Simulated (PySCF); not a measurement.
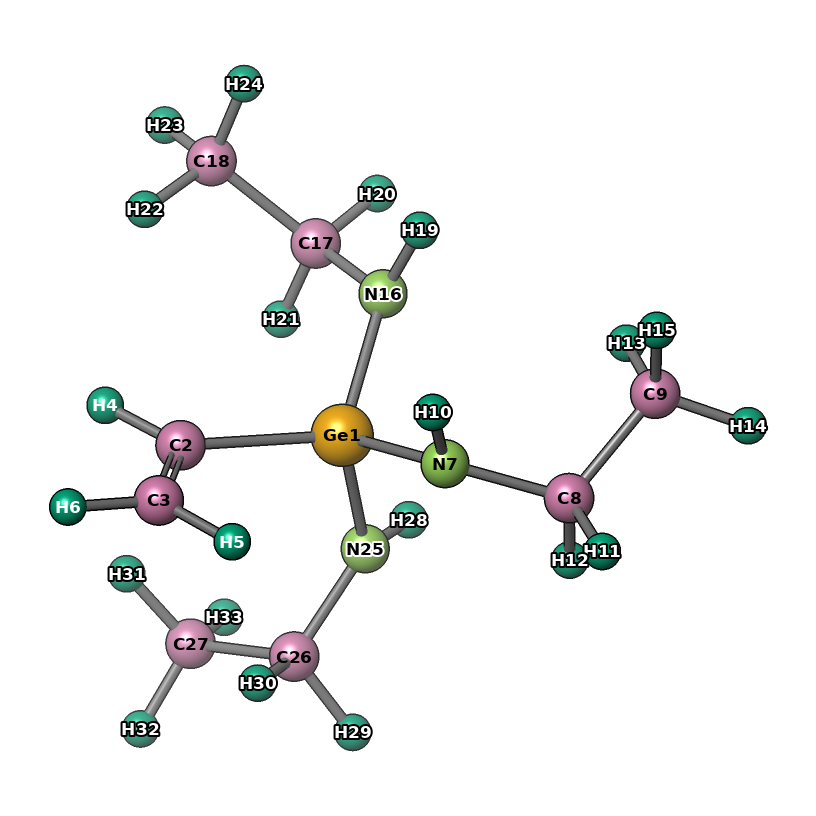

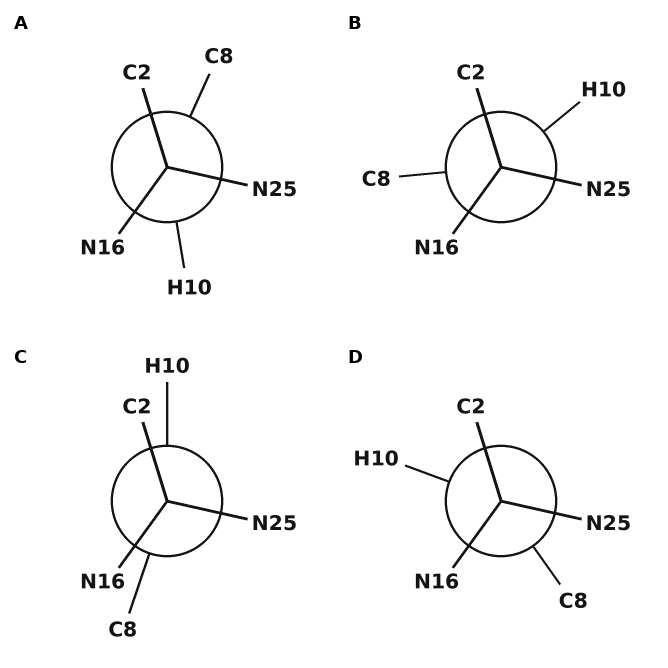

Depth is shown by fading: the farther an atom, the more it takes the colour of the background. Bonds that would overlap in a projection are set slightly apart. The computed structure is the end point of a PBE0-D3(BJ)/def2-SVP optimisation. No frequency run is at hand to confirm it as a minimum.

Q: Which Newman projection shows the view along Ge1–N7, with Ge1 in front?

A: D. The torsion angle N16–Ge1–N7–C8 is −71°, synclinal (gauche).
